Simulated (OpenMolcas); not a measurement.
```
&GATEWAY
Basis set
Tm.ANO-RCC-VDZP.
Tm1 0.0 0.0 0.0 Angstrom
End of basis
Basis set
Cl.ANO-RCC-VDZP.
L1 2.619000 0.000000 0.000000 Angstrom
L2 0.000000 2.619000 0.000000 Angstrom
L3 0.000000 0.000000 2.619000 Angstrom
End of basis
Basis set
Na.EMB-AIMP.Al-Abdalla.7s4p.1s1p.ECP.Cs2NaYCl6.
PseudoCharge
* 3 symmetry-unique lattice sites within 7.6 angstrom
End of basis
Basis set
Cs.EMB-AIMP.Al-Abdalla.0s.0s.ECP.Cs2NaYCl6.
PseudoCharge
* 4 symmetry-unique lattice sites within 7.6 angstrom
End of basis
Basis set
Cl.EMB-AIMP.Al-Abdalla.0s.0s.ECP.Cs2NaYCl6.
PseudoCharge
* 12 symmetry-unique lattice sites within 7.6 angstrom
End of basis
Basis set
Y.EMB-AIMP.Al-Abdalla.0s.0s.ECP.Cs2NaYCl6.
PseudoCharge
* 6 symmetry-unique lattice sites within 7.6 angstrom
End of basis
Symmetry
XYZ
AngMom=0.0 0.0 0.0
AMFI
RICD
XField
1564 Angstrom 0
* Evjen-weighted lattice charges
&SEWARD
&RASSCF
FileOrb=start.orb
Symmetry=2
Spin=2
nActEl=13 0 0
Inactive=42 39
Ras2=0 7
CIRoot=7 7 1
SDav=7
CIMx=300
Iter=150 100
PrWF=0.3
OrbListing=Nothing
MaxOrb=0
LevShft=1.0
>>> COPY $Project.JobIph JOB001
&RASSI
NrOfJobIphs=1 7
1 2 3 4 5 6 7
IphNames
JOB001
EJob
SpinOrbit
DIPRint=1.0
SOCoupling=1000.0
Subsets=2
Property=9
'ANGMOM' 1 'ANGMOM' 2 'ANGMOM' 3 'MLTPL  1' 1 'MLTPL  1' 2 'MLTPL  1' 3
'AMFI' 1 'AMFI' 2 'AMFI' 3
SOProperty=3
'ANGMOM' 1 'ANGMOM' 2 'ANGMOM' 3
```

Launched with:
```bash
OMP_NUM_THREADS=1 MOLCAS_MEM=2457 MOLCAS_PROJECT=a pymolcas a.inp > a.log  # once for each step of the input, in one work folder
```

Computed with OpenMolcas: state-averaged CASSCF, active space 13 electrons in the shell 4f, basis ANO-RCC-VDZP on all atoms, DKH2 scalar Hamiltonian, spin-orbit coupling by RASSI with atomic mean-field integrals. Powder susceptibility by Van Vleck's formula.

Tm²⁺ (4f¹³) as a dopant in Cs₂NaYCl₆, a cluster with its 6 nearest Cl⁻ at 2.619 Å (octahedron) embedded in model potentials and point charges; the geometry was set, not optimised. The cluster and the levels that result:

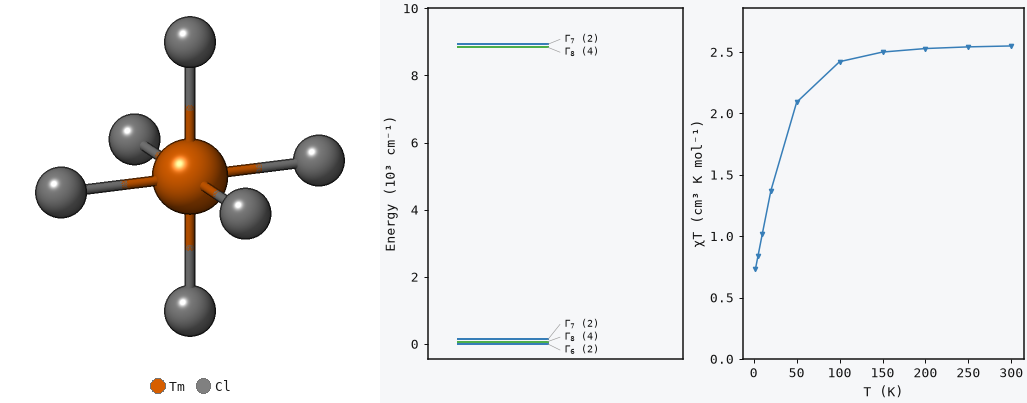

Labels give the representation in O, Td, D4 or D3 as the site allows (double group for half-integer spin) where it could be assigned and, in brackets, the degeneracy; spin-free states, where drawn, share the zero of the spin-orbit levels.

The ground level is Γ₆, a Kramers doublet, 100 % from states of spin multiplicity 2, effective J = 3.50, with |mJ| = 1/2 the largest share (58 %). Its principal g values are 2.65, 2.65 and 2.65, isotropic. The next level lies at 74 cm⁻¹ (Γ₈). The lowest J multiplet spreads over 135 cm⁻¹. χT is 0.733 cm³ K mol⁻¹ at 2 K and 2.55 at 300 K, an effective moment of 4.52 μB. The active orbitals hold 100 % metal character (Löwdin), and the Mulliken charge of the metal is +1.57.

Caveat: the geometry is set by hand, with no relaxation and no charge compensation.
